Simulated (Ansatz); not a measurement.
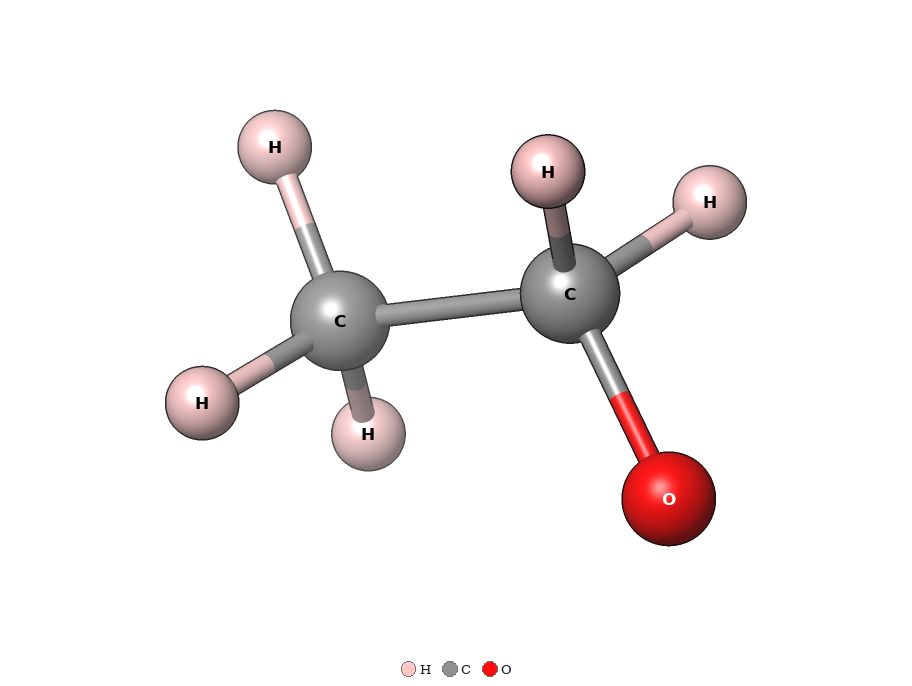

Distant atoms are faded towards the background colour. State: neutral, doublet. The computed structure is the end point of a PBE0-D4/def2-TZVP optimisation.

List the symmetry elements and name the point group.

It has 1 mirror plane, so the point group is Cs. The group has 2 operations. The geometry is achiral, and symmetry allows a dipole moment.
